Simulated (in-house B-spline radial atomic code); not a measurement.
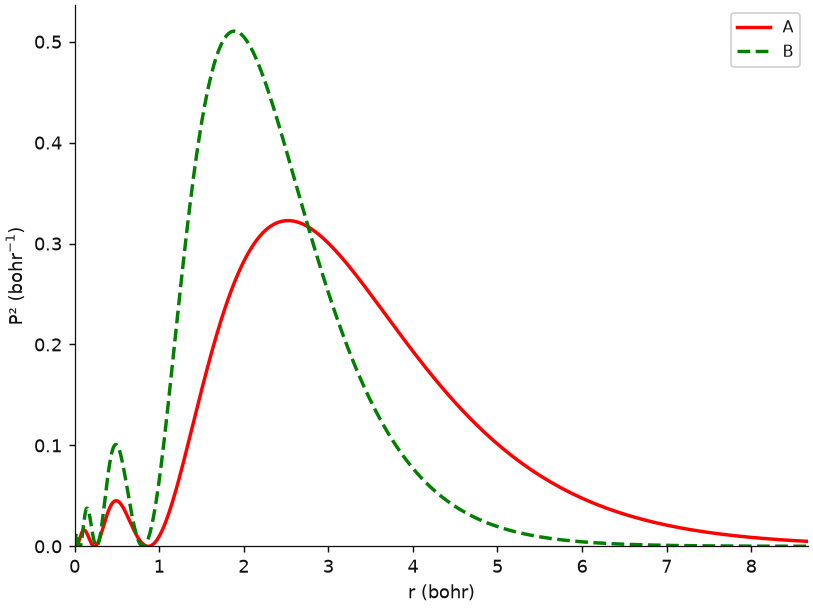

The neutral gallium atom; electrons: [Ar] 3d10 4s2 4p1 (high spin). The calculation used an in-house B-spline radial code at this level: scalar-relativistic (spin-free one-electron X2C) LDA (Slater, PW92), spin-polarised, spherical fractional occupations, Fermi nucleus, basis-set limit. Radial functions and radii carry no picture-change correction.

The plot shows the radial probability densities P² of 4s up and 4p up.

### Which curve belongs to which orbital?

A is 4p up; B is 4s up. 4s up: outer maximum at 1.89 bohr, ⟨r⟩ = 2.34 bohr, 3 nodes, eigenvalue −9.38 eV; 4p up: outer maximum at 2.52 bohr, ⟨r⟩ = 3.34 bohr, 2 nodes, eigenvalue −2.96 eV.
